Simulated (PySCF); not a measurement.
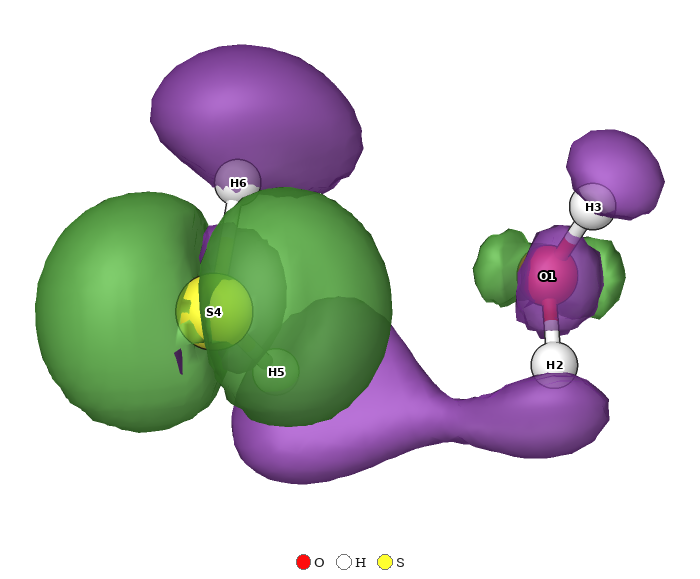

Figure. H4OS, SMILES `O.S`. Unrelaxed difference density of S₂ less the ground state (TDA singlet states), ±0.02 e/Å³; purple: gain, green: loss.

Method: PBE0/def2-SVP; geometry: an unrelaxed start of a pair search; program: PySCF. Without diffuse functions Rydberg states are missing, so the states' numbers hold for this basis only.

Input

```python
import numpy as np
from pyscf import gto, scf, dft, tdscf
from pyscf.scf import atom_ks, atom_hf
from scipy.linalg import block_diag

def solve(mol, dm0=None, hcore=None):
    mf = (dft.UKS if mol.spin else dft.RKS)(mol, xc='pbe0')
    mf.grids.level = 3
    mf = mf.density_fit(auxbasis='def2-universal-jkfit')
    mf.conv_tol, mf.max_cycle = 1e-8, 80
    if hcore is not None:
        mf.get_hcore = lambda *args: hcore
    mf.kernel(dm0)
    if not mf.converged:
        mf = mf.newton().run(mf.mo_coeff, mf.mo_occ, max_cycle=30)
    assert mf.converged, 'SCF not converged'
    return mf

mol = gto.M(atom='''
O     -2.10480    -0.00230    -0.09286
H     -1.95118     0.78007     0.44401
H     -2.39544    -0.69229     0.50899
S      1.24816     0.01880     0.05914
H      0.43157     0.74155    -0.70091
H      0.78290    -1.11176    -0.45538
''', basis='def2-svp', charge=0, spin=0, verbose=4)
mf = solve(mol)
td = mf.TDA()
td.nstates, td.singlet, td.conv_tol = 5, True, 1e-5
td.kernel()
td.analyze()
x, y = np.array([p[0] for p in td.xy]), np.array([p[1] + 0 * p[0] for p in td.xy])
f, mu = td.oscillator_strength(), td.transition_dipole()
nto = [td.get_nto(state=i + 1, verbose=4) for i in range(len(td.e))]
# spherically averaged free atoms, for the promolecule
atm = atom_ks.get_atm_nrks(mol, xc='pbe0')
pro = block_diag(*[(atm[a[0]][2] * atm[a[0]][3]) @ atm[a[0]][2].T for a in mol._atom])
np.savez('result.npz', e=td.e, f=f, ok=td.converged, w=[n[0] for n in nto], nto=[n[1] for n in nto], x=x, y=y, c=mf.mo_coeff, occ=mf.mo_occ, eps=mf.mo_energy, pro=pro, mu=mu)
```

Launched as:

```sh
OMP_NUM_THREADS=1 python input.py
```

The run took 25 s on 1 thread of AMD EPYC (Zen 3), on a shared host, peak memory 0.33 GiB.

**How does the charge move on excitation?**

0.80 e is displaced in all, of which about 0.6 e passes between atoms: S4 (0.60 e) loses electrons and H6 (0.16 e) and H2 (0.13 e) gain them. The state: 7.03 eV (176 nm), f = 0.037, partly diffuse acceptor orbital, which a basis without diffuse functions describes poorly; the leading pair carries 99 %; hole on S4 (85 %) and O1 (5 %), electron on S4 (25 %), H6 (21 %) and H5 (17 %) (atom shares of so diffuse an orbital are rough); their centroids lie 1.5 Å apart.
